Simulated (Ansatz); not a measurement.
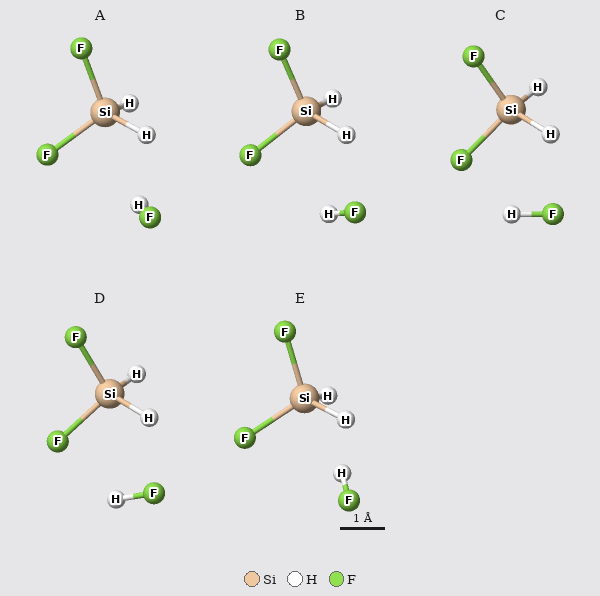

5 geometries from one relaxation of SiH$_{3}$F$_{3}$, in shuffled order. A ball-and-stick model, seen from a free direction.

The run prepares an end point of a later path (reaction) calculation, from a guessed geometry.

The calculation used RKS BLYP-D4/def2-SVP in Ansatz. Settings: no spin polarisation; force threshold 0.03 eV/Å; at most 50 steps.

Order the frames from highest to lowest energy.

Answer. E, A, B, D, C. They are steps 0, 4, 8, 12, 16, at +4.91 kcal/mol, +3.87 kcal/mol, +3.20 kcal/mol, +1.33 kcal/mol relative to the last. The atom that moves furthest after the best rigid fit is an H atom (1.08 Å). Largest moves by element: H 1.08 Å, F 0.63 Å, Si 0.22 Å. Some distances before and after: F–Si 1.628 → 1.658 Å, F–H 0.931 → 0.946 Å, H–Si 1.474 → 1.484 Å. Among the angles between lasting bonds that change: H–Si–F 111.0° → 108.8°. Over 13 accepted moves (16 points after the start) the energy falls by 4.91 kcal/mol. Largest force component: 0.39 eV/Å at the start, 0.0078 eV/Å at the end. The line search rejected the trial steps at points 2, 6, 11 of the run.
